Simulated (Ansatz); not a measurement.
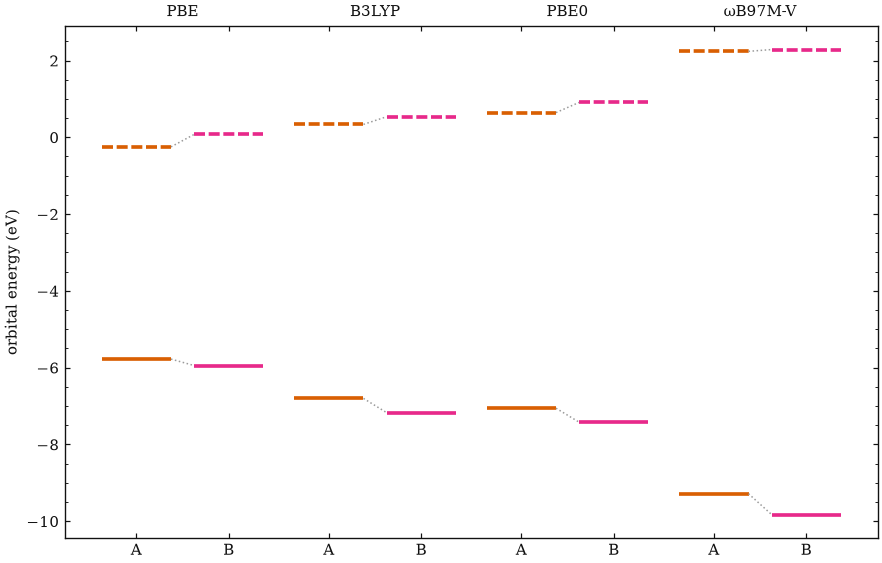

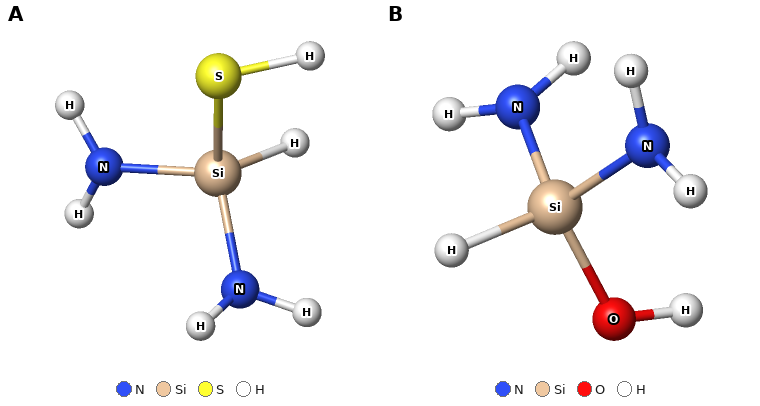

One change: A, SiN₂H₆S (SMILES N[SiH](N)S), becomes B, SiN₂H₆O (SMILES N[SiH](N)O). SH on Si is replaced by OH. HOMO (solid) and LUMO (dashed) computed in def2-TZVPP at PBE0-D4/def2-TZVP geometries, both minima by their frequencies, gas phase, the Ansatz code. Empty levels above zero depend strongly on the basis.

> What does the change do to HOMO and LUMO?

PBE: the HOMO falls by 0.17 eV, the LUMO rises by 0.32 eV, and the separation goes from 5.53 to 6.02 eV. B3LYP: the HOMO falls by 0.37 eV, the LUMO rises by 0.20 eV, and the separation goes from 7.14 to 7.71 eV. PBE0: the HOMO falls by 0.36 eV, the LUMO rises by 0.27 eV, and the separation goes from 7.70 to 8.33 eV. ωB97M-V: the HOMO falls by 0.54 eV, the LUMO rises by 0.05 eV, and the separation goes from 11.52 to 12.11 eV.

> Do the functionals agree on the effect?

They agree on the direction for both levels; the HOMO shift lies between −0.54 and −0.17 eV and the LUMO shift between 0.05 and 0.32 eV, while the separations themselves differ by up to 6.1 eV between functionals.
